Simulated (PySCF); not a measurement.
Molecule: Se(H)(OH), SMILES O[SeH]. Atoms near the plane z = 1.0 Å, at the CAM-B3LYP/def2-SVP optimised geometry (x, y, z in Å): Se1 (-0.6, -1.0, 0.0), H2 (0.9, -1.0, 0.0), O3 (-0.8, 0.8, 0.0).

Calculation: CAM-B3LYP/def2-TZVP (PySCF). The values are rescaled to run from 0 to 1.

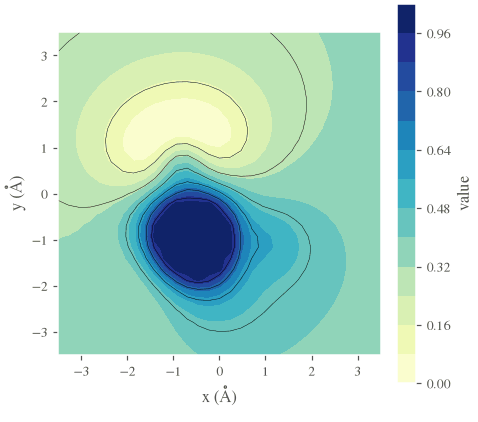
Fig. 1. a field on the plane z = 1.0 Å.

Q: Which quantity is mapped?
A. log10 of the electron density
B. Laplacian of the electron density
C. an orbital amplitude
D. electrostatic potential

A: D, electrostatic potential. In full: electrostatic potential (hartree/e), clipped to [-0.08, 0.12].
